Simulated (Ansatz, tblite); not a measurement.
# Diborane tri Cl (B2H3Cl3): which spin state is lowest

Is the singlet the ground state of diborane tri Cl (B2H3Cl3)? Other spin states are computed and compared level by level.

The runs use Ansatz 0.2.0, Gaussian basis; as each input shows.

The runs, in order: triplet, at the geometry of the singlet (GFN1-xTB, GFN2-xTB, PBE0-D4/def2-TZVP, PBE-D4/def2-TZVP, r2SCAN-D4/def2-TZVP); the singlet's energies come from earlier runs.

## Step 1: The relaxed structure

The singlet was relaxed beforehand with r2SCAN-D4/def2-SVP.

8 atoms, charge 0, spin multiplicity 1.

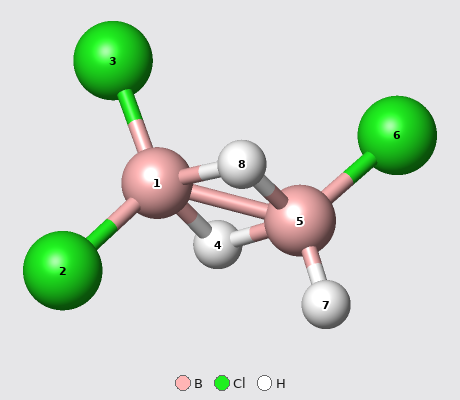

The geometry (boron pink, chlorine green, hydrogen white); atoms are numbered from 1 in the order of the file.

## Step 2: Triplet at the fixed geometry, GFN1-xTB

Tight binding, by tblite at 300 K electronic temperature and without a spin-polarisation term:

```python
tblite.interface.Calculator('GFN1-xTB', numbers, positions, charge=0, uhf=2).singlepoint()
```

Energy -462.2127 eV; 0.008 s.

## Step 3: Triplet at the fixed geometry, GFN2-xTB

Tight binding, by tblite at 300 K electronic temperature and without a spin-polarisation term:

```python
tblite.interface.Calculator('GFN2-xTB', numbers, positions, charge=0, uhf=2).singlepoint()
```

Energy -476.5078 eV; 0.009 s.

## Step 4: Triplet at the fixed geometry, PBE0-D4/def2-TZVP

File in.yaml:

```yaml
crystal:
  periodic: [false, false, false]
  atoms:
    - {symbol: B, position_ang: [-0.569357, 0.632092, -0.193389]}
    - {symbol: Cl, position_ang: [-2.321826, 0.395957, -0.068018]}
    - {symbol: Cl, position_ang: [0.099149, 2.179340, -0.722480]}
    - {symbol: H, position_ang: [-0.056018, -0.396938, -0.913746]}
    - {symbol: B, position_ang: [0.532181, -0.733264, 0.227787]}
    - {symbol: Cl, position_ang: [2.289727, -0.539164, 0.116248]}
    - {symbol: H, position_ang: [0.031215, -1.763864, 0.581734]}
    - {symbol: H, position_ang: [-0.005072, 0.225832, 0.971864]}
basis:
  gaussian: {orbitals: def2-TZVP}
magnetization: {spin_polarized: true, initial_magnetization: 2}
hamiltonian: {xc: pbe0, dispersion: d4}
scf: {omitted_lower_state_checks: [starts]}
output: {orbitals: {seedname: orbitals}}
```

Launch:

```sh
$ ansatz run in.yaml --threads 4 --pin off --events-out ev --progress --plain --max-ram 3916MiB
```

Output:

```text
Functional definition: PBE0
  name "PBE0"
  cite "Adamo & Barone, J. Chem. Phys. 110, 6158 (1999) doi:10.1063/1.478522"
  cite "Perdew, Burke & Ernzerhof, Phys. Rev. Lett. 77, 3865 (1996) doi:10.1103/PhysRevLett.77.3865"
  parent pbe
  parameter a = 0.25
  parameter kappa = 0.804
  parameter beta = 0.06672455060314922
  exchange = (1 - a)*pbe_x(kappa = kappa, mu = beta*pi^2/3) + a*exact_x
  correlation = pbe_c(beta = beta)
these checks for a lower state are left out or cut short: starts
1274 factors; their error is unknown
mean field evaluation 1: about -38948.5956 eV, gradient 2.8e1 eV
mean field evaluation 2: about -38939.2116 eV, gradient 4.6e1 eV
mean field evaluation 4: about -38952.3602 eV, gradient 1.2e1 eV
mean field evaluation 8: about -38953.3646 eV, gradient 1.3e0 eV
mean field evaluation 16: about -38953.4929 eV, gradient 1.3e-2 eV
mean field evaluation 32: about -38953.7983 eV, gradient 1.5e-5 eV
mean field -38953.79828684 eV, -1431.5256832086 hartree, gradient 4.3e-6 eV, S^2 2.007279; 0 other end points of the search recorded, 0 dependent functions left out
reference -38953.79832134 eV, -1431.5256844764 hartree; 33, 31 occupied and 158, 160 virtual orbitals, 1274 factors
Total energy: -38953.99495247 eV, -1431.5329105370 hartree
Checks for a lower state left out: starts
```

Wall time 18 s (4 threads of Arm Neoverse N1, shared host); peak memory 0.76 GiB.

From the report: HOMO -3.39 eV, LUMO -7.39 eV (over both spins; with the spin held, an empty level of the minority spin lies below the top filled one); ⟨S²⟩ 2.007 (pure: 2.00).

## Step 5: Triplet at the fixed geometry, PBE-D4/def2-TZVP

start.molden holds the orbitals of an earlier run on this state, given as this run's starting guess.

Changes to in.yaml since step 4:

```diff
@@ -12,5 +12,5 @@
 basis:
-  gaussian: {orbitals: def2-TZVP}
+  gaussian: {orbitals: def2-TZVP, initial_orbitals: start.molden}
 magnetization: {spin_polarized: true, initial_magnetization: 2}
-hamiltonian: {xc: pbe0, dispersion: d4}
+hamiltonian: {xc: pbe, dispersion: d4}
 scf: {omitted_lower_state_checks: [starts]}
```

Same command.

Output:

```text
Functional definition: PBE
  name "PBE"
  cite "Perdew, Burke & Ernzerhof, Phys. Rev. Lett. 77, 3865 (1996) doi:10.1103/PhysRevLett.77.3865"
  parent pbe
  parameter kappa = 0.804
  parameter beta = 0.06672455060314922
  exchange = pbe_x(kappa = kappa, mu = beta*pi^2/3)
  correlation = pbe_c(beta = beta)
these checks for a lower state are left out or cut short: starts
1238 factors; their error is unknown
mean field evaluation 1: about -38950.7977 eV, gradient 1.0e1 eV
mean field evaluation 2: about -38950.9043 eV, gradient 1.8e-1 eV
mean field evaluation 4: about -38950.8993 eV, gradient 2.0e-3 eV
mean field evaluation 8: about -38950.8993 eV, gradient 1.2e-5 eV
mean field -38950.89930973 eV, -1431.4191477648 hartree, gradient 5.3e-6 eV, S^2 2.004124; 0 other end points of the search recorded, 0 dependent functions left out
reference -38950.89935550 eV, -1431.4191494469 hartree; 33, 31 occupied and 158, 160 virtual orbitals, 1238 factors
Total energy: -38951.13033112 eV, -1431.4276376441 hartree
Checks for a lower state left out: starts
```

Run time: 8 s. Hardware: 4 threads of Arm Neoverse N1, shared host.

Report: HOMO -2.46 eV, LUMO -7.68 eV (over both spins; with the spin held, an empty level of the minority spin lies below the top filled one); ⟨S²⟩ 2.004 (pure: 2.00).

## Step 6: Triplet at the fixed geometry, r2SCAN-D4/def2-TZVP

Changes to in.yaml since step 5:

```diff
@@ -14,3 +14,3 @@
 magnetization: {spin_polarized: true, initial_magnetization: 2}
-hamiltonian: {xc: pbe, dispersion: d4}
+hamiltonian: {xc: r2scan, dispersion: d4}
 scf: {omitted_lower_state_checks: [starts]}
```

Same command.

Output:

```text
Functional definition: r2SCAN
  name "r2SCAN"
  cite "Furness, Kaplan, Ning, Perdew & Sun, J. Phys. Chem. Lett. 11, 8208 (2020) doi:10.1021/acs.jpclett.0c02405"
  cite "Furness, Kaplan, Ning, Perdew & Sun, J. Phys. Chem. Lett. 11, 9248 (2020) doi:10.1021/acs.jpclett.0c03077"
  parent r2scan
  parameter k0 = 0.174
  parameter k1 = 0.065
  parameter a1 = 4.9479
  exchange = r2scan_x(k0 = k0, k1 = k1, a1 = a1)
  correlation = r2scan_c
these checks for a lower state are left out or cut short: starts
1238 factors; their error is unknown
mean field evaluation 1: about -38964.9812 eV, gradient 7.6e0 eV
mean field evaluation 2: about -38965.0293 eV, gradient 1.0e-1 eV
mean field evaluation 4: about -38965.0221 eV, gradient 1.0e-3 eV
mean field evaluation 8: about -38965.0221 eV, gradient 2.3e-5 eV
mean field -38965.02208211 eV, -1431.9381500770 hartree, gradient 1.1e-5 eV, S^2 2.009900; 0 other end points of the search recorded, 0 dependent functions left out
reference -38965.02209709 eV, -1431.9381506276 hartree; 33, 31 occupied and 158, 160 virtual orbitals, 1238 factors
Total energy: -38965.07687007 eV, -1431.9401634975 hartree
Checks for a lower state left out: starts
```

Run time: 26 s. Hardware: 4 threads of Arm Neoverse N1, shared host; peak memory 0.57 GiB.

Report: HOMO -2.70 eV, LUMO -7.86 eV (over both spins; with the spin held, an empty level of the minority spin lies below the top filled one); ⟨S²⟩ 2.010 (pure: 2.00).

## Step 7: Triplet less singlet, vertical

The singlet's energies are those of its earlier runs, whose logs aren't repeated here.

```
              level  triplet less singlet, vertical (kJ/mol)     time
           GFN1-xTB                                   +581.0  0.017 s
           GFN2-xTB                                   +478.6  0.017 s
   PBE-D4/def2-TZVP                                   +514.4     11 s
r2SCAN-D4/def2-TZVP                                   +536.0     32 s
  PBE0-D4/def2-TZVP                                   +564.3     24 s
```

Times add the two runs; a level without a time comes out of a correlated run. Tight binding without a spin term can't rank spin states.

## Step 8: Results

| quantity | value |
| --- | --- |
| triplet less singlet, vertical, functionals in def2-TZVP | +514.4 (PBE-D4) to +564.3 kJ/mol (PBE0-D4) |

What this shows: All functionals put the triplet above the singlet, over a spread of 50.0 kJ/mol. The checks for a lower triplet were left out, so another state of that spin may lie lower. These are electronic energies, without zero-point motion, entropy or surroundings.
